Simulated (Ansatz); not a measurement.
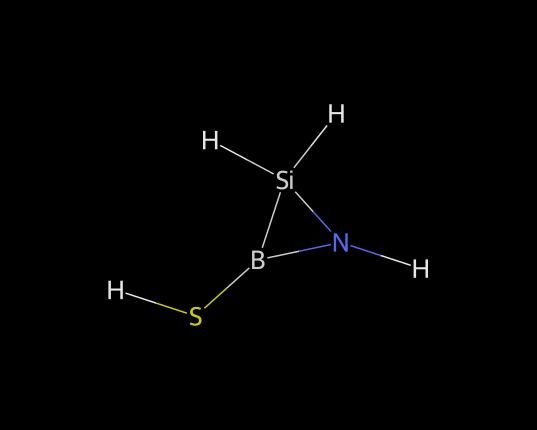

Skeletal drawing of a molecule.

Write the SMILES.

Answer. SB1N[SiH2]1

What is the molecular formula?

Answer. BH4NSSi.

An optimisation with PBE0-D4/def2-TZVP gave a structure of which point group?

Answer. Cs.

More results for the same structure follow; atom numbers are the same in all pictures, views and colours differ. The computed structure is the end point of a PBE0-D4/def2-TZVP optimisation.

### Thermal motion

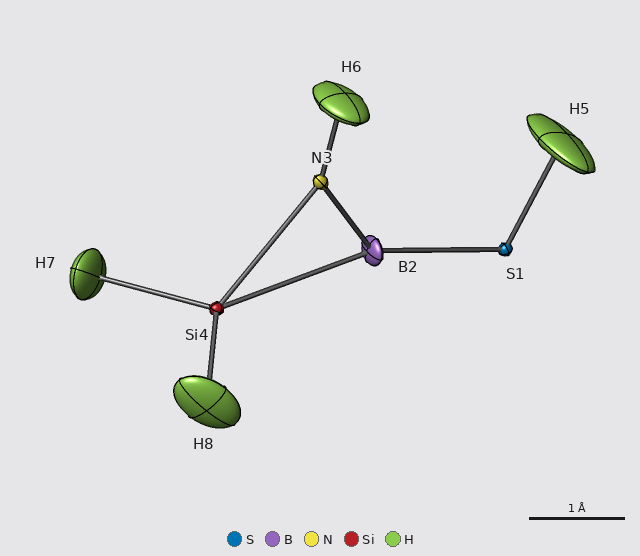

Displacement ellipsoids at the 50 % level, from the internal vibrations of the free molecule (harmonic, no overall translation or rotation; no half-axis is drawn under 0.075 Å). Vibrations computed with RKS PBE0-D4/def2-TZVP (Ansatz 0.2.0). Temperature: 600 K.

Which atom has the largest mean-square displacement?

Answer. H5, with U_eq = 0.0571 Å².

Does H5 move more along its bond or across it?

Answer. Across it: the root-mean-square amplitude is 0.085 Å along the bond and up to 0.346 Å across, since bending and torsion are softer than stretching.

List U_eq and the three principal root-mean-square amplitudes for each kind of atom.

```json
{"atom": "S1", "U_eq (Å²)": "0.0011", "rms amplitudes (Å)": "0.022, 0.028, 0.045"}
{"atom": "B2", "U_eq (Å²)": "0.0081", "rms amplitudes (Å)": "0.038, 0.098, 0.116"}
{"atom": "N3", "U_eq (Å²)": "0.0027", "rms amplitudes (Å)": "0.036, 0.040, 0.072"}
{"atom": "Si4", "U_eq (Å²)": "0.0013", "rms amplitudes (Å)": "0.018, 0.024, 0.054"}
{"atom": "H5", "U_eq (Å²)": "0.0571", "rms amplitudes (Å)": "0.083, 0.211, 0.346"}
{"atom": "H6", "U_eq (Å²)": "0.0332", "rms amplitudes (Å)": "0.084, 0.185, 0.242"}
{"atom": "H7, H8", "U_eq (Å²)": "0.0373", "rms amplitudes (Å)": "0.091, 0.178, 0.268"}
```

### Electronic properties

Method: RKS revPBE-D4/def2-TZVPP (Ansatz 0.2.0).

Computed properties:

- HOMO energy (Kohn–Sham orbital): −6.10 eV
- LUMO energy (Kohn–Sham orbital): −1.09 eV
- HOMO–LUMO gap: 5.01 eV
- dispersion correction: −50.5 kJ/mol

### Vibrations

Harmonic vibrations computed with RKS PBE0-D4/def2-TZVP (Ansatz 0.2.0) at a stationary point of the same level.

How many vibrational modes are there, and where do they lie?

Answer. 18 modes: 220, 234, 367, 436, 553, 608, 655, 656, 759, 785, 936, 977, 1041, 1418, 2221, 2230, 2673, 3606 cm⁻¹.

### Charges

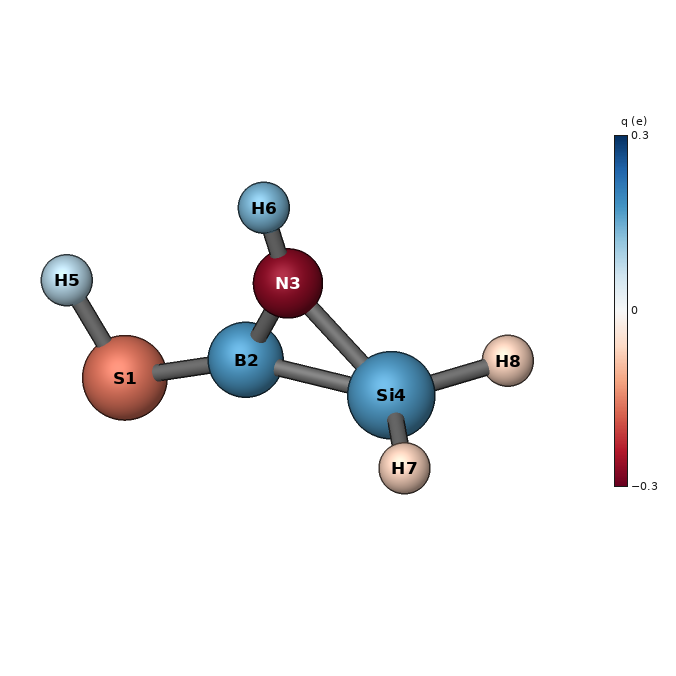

Atoms are coloured by their Mulliken charges. Properties computed with RKS B3LYP-D4/def2-TZVPP (Ansatz 0.2.0).

Which atom carries the highest charge (most positive or least negative)?

Answer. B2, Si4 (0.17 e).

And the lowest?

Answer. N3 (−0.27 e).

List the Mulliken charges.

```json
{"atom": "S1", "value (e)": "−0.16"}
{"atom": "B2", "value (e)": "0.17"}
{"atom": "N3", "value (e)": "−0.27"}
{"atom": "Si4", "value (e)": "0.17"}
{"atom": "H5", "value (e)": "0.09"}
{"atom": "H6", "value (e)": "0.14"}
{"atom": "H7", "value (e)": "−0.07"}
{"atom": "H8", "value (e)": "−0.07"}
```

Mulliken values depend strongly on the basis set and can even reverse the polarity of a bond.
